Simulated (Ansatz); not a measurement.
System: CH$_{6}$O$_{3}$SZr (SMILES C[O][Zr]([OH])([OH])[SH]).

```xyz
12

C     0.0198   -1.5324    1.7118
O    -0.0312   -0.6712    0.6240
Zr   -0.1043    0.5699   -0.8202
O     1.6898    0.9986   -1.3526
O    -1.1914   -0.1095   -2.2447
S    -1.2277    2.6430   -0.0378
H     1.0586   -1.7406    1.9897
H    -0.4719   -2.4815    1.4734
H    -0.4878   -1.0873    2.5739
H     2.5609    1.0562   -1.7318
H    -1.6670   -0.6571   -2.8619
H    -0.1479    3.0119    0.6762
```

Geometry: PBE0-D4/def2-TZVP; core potentials replace the inner electrons of Zr.

Theory: Ansatz 0.2.0, RKS PBE0-D4/def2-TZVPP.

**Predict the electron density and electron localisation function between the atoms.**

C–O (1.39 Å): ρ at the midpoint is about 2.1 e/Å³, with its minimum of 1.8 e/Å³ about 0.5 Å from C; the ELF peaks at about 0.90 between the atoms, as expected for a shared but strongly polarised pair.
Zr–O (1.91 Å): ρ at the midpoint is about 0.94 e/Å³; the ELF peaks at about 0.80 in the valence shell of O, 0.5 Å from its nucleus, and drops to about 0.20 between the two atoms.
O–H (0.95 Å): ρ at the midpoint is about 3.9 e/Å³; the ELF climbs to about 1 towards the hydrogen, as it does in any bond to H (an ordinary covalent bond to hydrogen).
C–H (1.10 Å): ρ at the midpoint is about 2.1 e/Å³; the ELF climbs to about 1 towards the hydrogen (a covalent bond by its length).

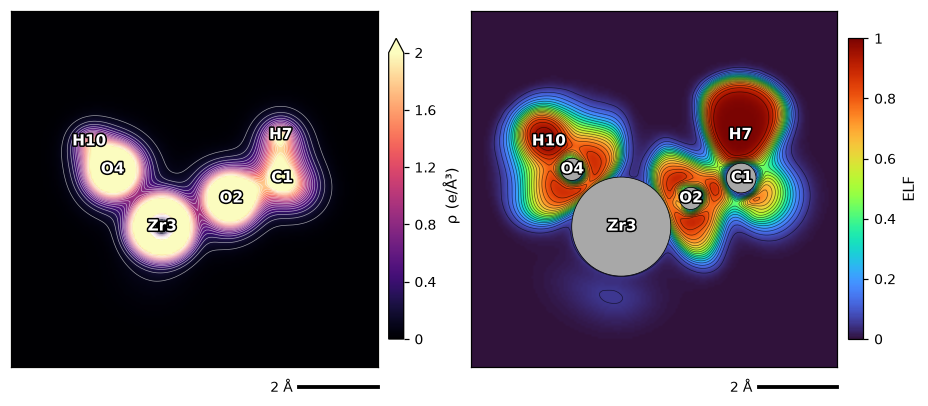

Computed electron density and electron localisation function on the plane of atoms O2, Zr3 and O4, in this order. Grey discs cover the atomic cores in the ELF map. 
